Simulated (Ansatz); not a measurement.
# BNH4 (SMILES BN): B3LYP/6-31G(d) (Cartesian functions)

What is the energy change on altering one bond length of BNH4 at B3LYP/6-31G* (Cartesian functions)? 

The calculation is run with Ansatz 0.2.0.

56 further runs of the same task are left out: 56 set aside as unsound or not needed.

**1. The molecule**

BNH4: 6 atoms, total charge 0, spin state singlet. As SMILES, `BN`. The shape is that of a PBE0-D4/def2-TZVP optimisation.

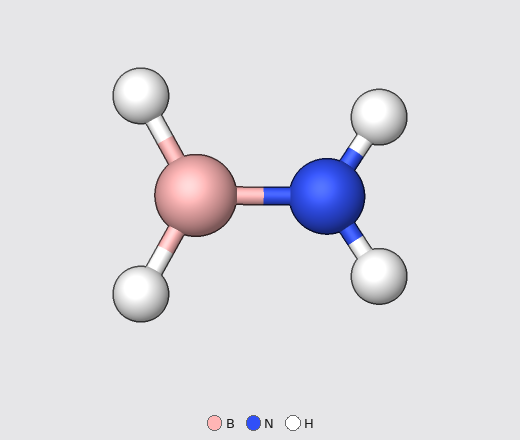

The structure, seen from a chosen angle (boron pink, nitrogen blue, hydrogen white).

**2. A single-point energy at B3LYP/6-31G(d) (Cartesian functions)**

The input, molecule.yaml:

```yaml
crystal:
  periodic: [false, false, false]
  atoms:
    - {symbol: B, position_ang: [-0.128200, -0.679600, -0.025600]}
    - {symbol: "N", position_ang: [0.146100, 0.677400, 0.010800]}
    - {symbol: H, position_ang: [0.225800, -1.368000, 0.887500]}
    - {symbol: H, position_ang: [-0.712000, -1.128700, -0.969200]}
    - {symbol: H, position_ang: [-0.121600, 1.313700, -0.720800]}
    - {symbol: H, position_ang: [0.632000, 1.121400, 0.771300]}
basis:
  gaussian:
    orbitals: "6-31G*"
hamiltonian:
  xc: {name: B3LYP}
output:
  orbitals: {seedname: orbitals}
accuracy: high
```

Run with:

```
$ ansatz run molecule.yaml --threads 1 --pin off --max-ram 3480MiB --events-out events.jsonl --progress --plain --runs-dir runs
```

The program printed:

```text
Warning: RAYON_NUM_THREADS=1 ignored (pool sized by the plan → 1); use --threads N
Functional definition: B3LYP
  name "B3LYP"
  parameter a0 = 0.2
  parameter ax = 0.72
  parameter ac = 0.81
  exchange = (1 - a0 - ax)*slater_x + ax*b88_x + a0*exact_x
  correlation = (1 - ac)*vwn_rpa_c + ac*lyp_c
838 factors; integrals over basis functions are off by at most 3.0e-9 eV
mean field evaluation 1: about -2227.8370 eV, gradient 4.8e1 eV
mean field evaluation 2: about -2222.2464 eV, gradient 6.8e1 eV
mean field evaluation 4: about -2232.3957 eV, gradient 1.6e0 eV
mean field evaluation 8: about -2232.4011 eV, gradient 8.8e-3 eV
mean field evaluation 16: about -2232.4011 eV, gradient 2.8e-8 eV
mean field -2232.40105658 eV, -82.0392256534 hartree, gradient 2.8e-8 eV, S^2 0.000000; 0 other end points of the search recorded, 0 dependent functions left out
reference -2232.40108573 eV, -82.0392267249 hartree; 8, 8 occupied and 30, 30 virtual orbitals, 838 factors
Total energy: -2232.40108573 eV, -82.0392267249 hartree
```

Wall time 1.5 s (1 thread of Arm Neoverse V1, shared host); peak memory 0.099 GiB.

**3. The distorted shape**

The input, input.yaml:

```yaml
crystal:
  periodic: [false, false, false]
  atoms:
    - {symbol: B, position_ang: [-0.169352, -0.883187, -0.031061]}
    - {symbol: "N", position_ang: [0.146100, 0.677400, 0.010800]}
    - {symbol: H, position_ang: [0.184648, -1.571587, 0.882039]}
    - {symbol: H, position_ang: [-0.753152, -1.332287, -0.974661]}
    - {symbol: H, position_ang: [-0.121600, 1.313700, -0.720800]}
    - {symbol: H, position_ang: [0.632000, 1.121400, 0.771300]}
basis:
  gaussian:
    orbitals: "6-31G*"
total_charge: 0
magnetization:
  spin_polarized: false
  initial_magnetization: 0
hamiltonian:
  xc: {name: B3LYP}
accuracy: high
output:
  orbitals: {seedname: orbitals}
```

Run with:

```
$ ansatz run input.yaml --threads 1 --pin off --max-ram 3480MiB --events-out events.jsonl --progress --plain --runs-dir runs
```

The program printed, cut to the lines that bear on the results:

```text
Warning: RAYON_NUM_THREADS=1 ignored (pool sized by the plan → 1); use --threads N
[... 7 set-up lines as earlier in the session ...]
837 factors; integrals over basis functions are off by at most 2.5e-9 eV
mean field evaluation 1: about -2227.2521 eV, gradient 4.8e1 eV
mean field evaluation 2: about -2214.8836 eV, gradient 8.3e1 eV
mean field evaluation 4: about -2231.7717 eV, gradient 2.2e0 eV
mean field evaluation 8: about -2231.7833 eV, gradient 1.5e-2 eV
mean field evaluation 16: about -2231.7833 eV, gradient 3.4e-8 eV
mean field -2231.78329533 eV, -82.0165233464 hartree, gradient 3.4e-8 eV, S^2 0.000000; 0 other end points of the search recorded, 0 dependent functions left out
reference -2231.78332516 eV, -82.0165244424 hartree; 8, 8 occupied and 30, 30 virtual orbitals, 837 factors
Total energy: -2231.78332516 eV, -82.0165244424 hartree
```

It took 1.5 s on 1 thread of Arm Neoverse V1, shared host; peak memory 0.1 GiB.

**4. Summary of results**

Level: B3LYP/6-31G* (Cartesian functions).

```
                                                         quantity         value
                                        first shape: total energy  -82.03923 Eh
                                         first shape: HOMO energy      -8.04 eV
                                         first shape: LUMO energy       0.71 eV
                                       first shape: HOMO–LUMO gap       8.74 eV
                                    distorted shape: total energy  -82.01652 Eh
                                     distorted shape: HOMO energy      -7.18 eV
                                     distorted shape: LUMO energy      -0.17 eV
                                   distorted shape: HOMO–LUMO gap       7.01 eV
energy change with the B1–N2 bond stretched from 1.385 to 1.593 Å      0.618 eV
```

With the B1–N2 bond stretched from 1.385 to 1.593 Å the energy rises by 0.62 eV (59.6 kJ/mol). The first shape isn't relaxed at this level, so the change isn't measured from a minimum.
